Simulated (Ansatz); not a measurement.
**Geometry relaxation, with input and output: C$_{2}$H$_{6}$O$_{2}$Si (part 2 of 2)**

Continued. System: C$_{2}$H$_{6}$O$_{2}$Si, SMILES OC1CO[SiH2]1. Method: RKS PBE-D4/def2-SVP (Ansatz 0.2.0). The geometry: force-field start.

Geometry of the input (Å):
```
O  -1.4590  1.0812  0.0755
C  -0.1845  0.6033  0.2991
C  -0.1149  -0.7982  0.9553
O  1.0669  -1.3230  0.1380
Si 0.6849  -0.2918  -1.1299
H  -1.3776  1.9980  -0.3827
H  0.4809  1.3577  0.7880
H  0.2508  -0.7529  2.0195
H  -0.9868  -1.4009  0.9479
H  1.9186  0.3763  -1.5845
H  -0.2141  -0.9067  -2.1057
```

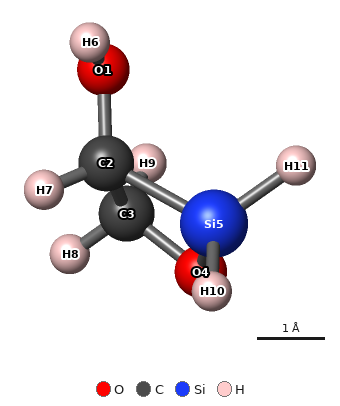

Figure 1. The geometry at step 7 of the log (ball-and-stick view, seen at a tilt; atoms are numbered from 1 in the order of the input).

```
1146 factors; their error is unknown
mean field -14124.42841085 eV, -519.0631702174 hartree, gradient 2.6e-5 eV, S^2 0.000000; 1 other end points of the search recorded, 0 dependent functions left out
the calculation of the forces begins
reference -14124.42844454 eV, -519.0631714554 hartree; 24, 24 occupied and 80, 80 virtual orbitals, 1146 factors
Total energy: -14124.64984792 eV, -519.0713078797 hartree
Atom 0 at    -1.551063     0.960696     0.132228 Å, force     0.001788     0.003174    -0.002017 eV/Å
Atom 1 at    -0.181586     0.633930     0.295184 Å, force     0.008215    -0.016605    -0.010251 eV/Å
Atom 2 at    -0.027452    -0.740306     1.005259 Å, force    -0.016605     0.015152     0.011653 eV/Å
Atom 3 at     0.712252    -1.534723     0.041556 Å, force     0.015157    -0.007241    -0.028965 eV/Å
Atom 4 at     0.744586    -0.286609    -1.128148 Å, force    -0.005768     0.005869     0.023939 eV/Å
Atom 5 at    -1.598738     1.772318    -0.404365 Å, force    -0.003668    -0.000363     0.000148 eV/Å
Atom 6 at     0.390291     1.438193     0.817180 Å, force     0.002495     0.007183    -0.000502 eV/Å
Atom 7 at     0.530214    -0.691862     1.966143 Å, force     0.005455    -0.000826     0.009642 eV/Å
Atom 8 at    -1.035507    -1.171034     1.196115 Å, force    -0.006705    -0.002570     0.002393 eV/Å
Atom 9 at     2.141513     0.116039    -1.526962 Å, force     0.004602    -0.000300    -0.000148 eV/Å
Atom 10 at    -0.059309    -0.553642    -2.373690 Å, force    -0.004968    -0.003471    -0.005894 eV/Å
Dipole moment:     0.023606     0.510158    -0.084557 e Å
```

Trajectory as extended XYZ (Å, eV, eV/Å), 9 of the 12 frames kept, from step=1 to step=12
```
11
Properties=species:S:1:pos:R:3:forces:R:3 step=1 energy=-14124.07441
O    -1.4590    1.0812    0.0755   -1.5540   2.5324  -0.6327
C    -0.1845    0.6033    0.2991    0.0535  -0.1520  -0.9039
C    -0.1149   -0.7982    0.9553    3.8068   1.3461   0.8063
O     1.0669   -1.3230    0.1380   -1.2290  -0.9351   1.3627
Si    0.6849   -0.2918   -1.1299    0.7591   0.6800   0.5777
H    -1.3776    1.9980   -0.3827   -0.1823  -1.9969   0.9942
H     0.4809    1.3577    0.7880    0.0845  -0.3283   0.2526
H     0.2508   -0.7529    2.0195   -0.2321  -0.1347  -0.3517
H    -0.9868   -1.4009    0.9479   -1.5570  -0.9659  -0.5760
H     1.9186    0.3763   -1.5845    0.4136   0.0659  -0.7489
H    -0.2141   -0.9067   -2.1057   -0.3630  -0.1114  -0.7803
11
Properties=species:S:1:pos:R:3:forces:R:3 step=2 energy=-14124.55992
O    -1.5340    1.0817    0.1504   -0.0802   0.5722  -0.3494
C    -0.2073    0.6199    0.2604    0.1692   0.1056   0.2750
C    -0.0727   -0.7475    0.9819    1.2041  -0.3913  -0.2159
O     0.9945   -1.4140    0.1458   -0.8266   0.4555   0.7225
Si    0.7571   -0.2934   -1.1153    0.0740   0.0086  -0.1438
H    -1.5070    1.9557   -0.3167   -0.0117  -0.7256   0.3784
H     0.4544    1.3438    0.7992   -0.0207   0.0718  -0.0757
H     0.2848   -0.7172    2.0385   -0.0523   0.0788  -0.1647
H    -1.0055   -1.3260    0.9516   -0.4365  -0.1628  -0.1321
H     2.0400    0.2582   -1.6803   -0.0147  -0.0329  -0.0531
H    -0.1391   -0.8183   -2.1952   -0.0045   0.0203  -0.2412
11
Properties=species:S:1:pos:R:3:forces:R:3 step=4 energy=-14124.63079
O    -1.5423    1.0509    0.1802    0.0413  -0.3350   0.1531
C    -0.1967    0.6270    0.2818    0.1086   0.2132  -0.2451
C    -0.0430   -0.7480    0.9818   -0.1445  -0.0044   0.1425
O     0.9268   -1.4309    0.1506   -0.0232   0.0119  -0.0668
Si    0.7585   -0.3038   -1.1259   -0.0496   0.1292  -0.0952
H    -1.5777    1.9053   -0.2807    0.1456   0.0734  -0.0500
H     0.4599    1.3864    0.7780   -0.0753  -0.0224  -0.0054
H     0.3221   -0.7073    2.0282    0.0172   0.0067   0.0914
H    -1.0316   -1.2588    0.9685   -0.0481  -0.0552   0.0353
H     2.0776    0.1965   -1.6578    0.0015  -0.0228   0.0170
H    -0.0884   -0.7743   -2.2842    0.0264   0.0056   0.0233
11
Properties=species:S:1:pos:R:3:forces:R:3 step=5 energy=-14124.63873
O    -1.5382    1.0303    0.1829   -0.1288  -0.0460  -0.0059
C    -0.1925    0.6279    0.2753    0.1093   0.0836   0.0148
C    -0.0453   -0.7432    0.9868   -0.0755  -0.0369  -0.0008
O     0.9068   -1.4324    0.1406    0.0403  -0.0602  -0.0508
Si    0.7581   -0.2957   -1.1328   -0.0220  -0.0204  -0.0142
H    -1.5728    1.8866   -0.2775    0.0408   0.0316  -0.0160
H     0.4523    1.3917    0.7768   -0.0181   0.0137  -0.0039
H     0.3311   -0.7013    2.0312    0.0215   0.0131   0.0238
H    -1.0395   -1.2495    0.9868    0.0269   0.0067   0.0287
H     2.0886    0.1867   -1.6528   -0.0096  -0.0038   0.0182
H    -0.0836   -0.7581   -2.2968    0.0152   0.0186   0.0060
11
Properties=species:S:1:pos:R:3:forces:R:3 step=7 energy=-14124.64562
O    -1.5523    0.9911    0.1485    0.0497   0.0679  -0.0396
C    -0.1915    0.6272    0.2744    0.0251  -0.0700   0.0570
C    -0.0367   -0.7439    0.9962   -0.0325  -0.0018   0.0356
O     0.8274   -1.4882    0.0948   -0.0716   0.0840   0.0017
Si    0.7523   -0.2966   -1.1373    0.0011  -0.0562   0.0730
H    -1.5786    1.8567   -0.2993   -0.0436  -0.0424   0.0133
H     0.4184    1.4164    0.7786   -0.0208  -0.0056   0.0001
H     0.4209   -0.6878    2.0127   -0.0177  -0.0127  -0.1282
H    -1.0447   -1.2174    1.0879    0.1055   0.0333  -0.0193
H     2.1167    0.1588   -1.5892   -0.0085  -0.0004  -0.0081
H    -0.0665   -0.6732   -2.3467    0.0131   0.0039   0.0144
11
Properties=species:S:1:pos:R:3:forces:R:3 step=8 energy=-14124.64744
O    -1.5497    0.9789    0.1414   -0.0013   0.0728  -0.0072
C    -0.1863    0.6298    0.2792    0.0212  -0.0639   0.0388
C    -0.0349   -0.7422    0.9995   -0.0155   0.0130   0.0022
O     0.7979   -1.4993    0.0816   -0.0151  -0.0024   0.0176
Si    0.7512   -0.2946   -1.1347   -0.0011  -0.0164   0.0338
H    -1.5885    1.8360   -0.3205   -0.0164  -0.0216   0.0010
H     0.4159    1.4237    0.7852   -0.0397  -0.0033   0.0063
H     0.4463   -0.6913    2.0036   -0.0085  -0.0007  -0.0814
H    -1.0449   -1.2030    1.1122    0.0680   0.0243  -0.0097
H     2.1229    0.1500   -1.5743    0.0019  -0.0053  -0.0061
H    -0.0647   -0.6451   -2.3528    0.0064   0.0034   0.0046
11
Properties=species:S:1:pos:R:3:forces:R:3 step=9 energy=-14124.64903
O    -1.5515    0.9696    0.1369   -0.0245   0.0265  -0.0183
C    -0.1849    0.6324    0.2856    0.0334   0.0028   0.0427
C    -0.0310   -0.7400    1.0014   -0.0110  -0.0296   0.0010
O     0.7574   -1.5185    0.0609   -0.0226   0.0313   0.0265
Si    0.7501   -0.2902   -1.1301    0.0107  -0.0276  -0.0374
H    -1.6010    1.8101   -0.3541    0.0167  -0.0300   0.0080
H     0.3991    1.4325    0.8026   -0.0099  -0.0095  -0.0121
H     0.4896   -0.6906    1.9844   -0.0153   0.0050  -0.0349
H    -1.0411   -1.1859    1.1514    0.0352   0.0104   0.0034
H     2.1365    0.1252   -1.5547   -0.0082   0.0119   0.0128
H    -0.0580   -0.6017   -2.3640   -0.0044   0.0089   0.0082
11
Properties=species:S:1:pos:R:3:forces:R:3 step=11 energy=-14124.64975
O    -1.5500    0.9609    0.1314   -0.0260   0.0327  -0.0119
C    -0.1812    0.6335    0.2953    0.0053   0.0050  -0.0156
C    -0.0286   -0.7401    1.0063    0.0241  -0.0260  -0.0099
O     0.7153   -1.5347    0.0418   -0.0232   0.0270   0.0186
Si    0.7443   -0.2862   -1.1275    0.0092  -0.0144  -0.0110
H    -1.5997    1.7753   -0.4021    0.0113  -0.0332   0.0197
H     0.3918    1.4385    0.8154   -0.0018  -0.0020   0.0039
H     0.5285   -0.6926    1.9683   -0.0090  -0.0009  -0.0105
H    -1.0370   -1.1727    1.1947    0.0128   0.0074  -0.0030
H     2.1410    0.1178   -1.5287   -0.0060  -0.0008   0.0049
H    -0.0592   -0.5568   -2.3743    0.0032   0.0054   0.0149
11
Properties=species:S:1:pos:R:3:forces:R:3 step=12 energy=-14124.64981
O    -1.5511    0.9607    0.1322    0.0018   0.0032  -0.0020
C    -0.1816    0.6339    0.2952    0.0082  -0.0166  -0.0103
C    -0.0275   -0.7403    1.0053   -0.0166   0.0152   0.0117
O     0.7123   -1.5347    0.0416    0.0152  -0.0072  -0.0290
Si    0.7446   -0.2866   -1.1281   -0.0058   0.0059   0.0239
H    -1.5987    1.7723   -0.4044   -0.0037  -0.0004   0.0001
H     0.3903    1.4382    0.8172    0.0025   0.0072  -0.0005
H     0.5302   -0.6919    1.9661    0.0055  -0.0008   0.0096
H    -1.0355   -1.1710    1.1961   -0.0067  -0.0026   0.0024
H     2.1415    0.1160   -1.5270    0.0046  -0.0003  -0.0001
H    -0.0593   -0.5536   -2.3737   -0.0050  -0.0035  -0.0059
```

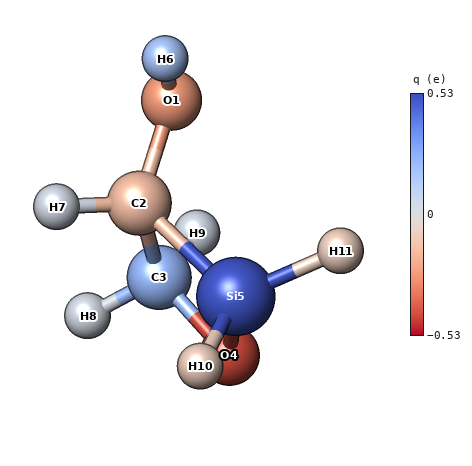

Figure 2. Mulliken charges, as the colour of each atom (ball-and-stick view, seen at a tilt; atoms are numbered from 1 in the order of the input; Mulliken charges depend strongly on the basis). By element: O −0.43 to −0.26, C −0.15 to +0.22, Si +0.50 and H −0.09 to +0.17 e.
